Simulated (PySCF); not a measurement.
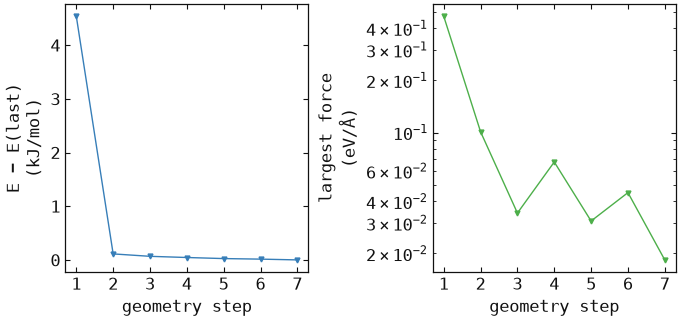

History of a geometry optimisation.

System: 2,3-dihydrobenzo[b]thiophene (SMILES c1ccc2c(c1)CCS2).
Method: PBE0-D3(BJ)/def2-SVP, geometry optimisation (PySCF 2.14.0, density fitting).

**How did the optimisation end?**

The optimisation met its thresholds at geometry 7, counting the start as the first. The energy fell by about 4.5 kJ/mol from the first step to the last. The largest force goes from about 0.47 eV/Å at the start to 0.018 eV/Å at the end.

**By which step was nine tenths of the energy gained?**

By step 2 of 7.
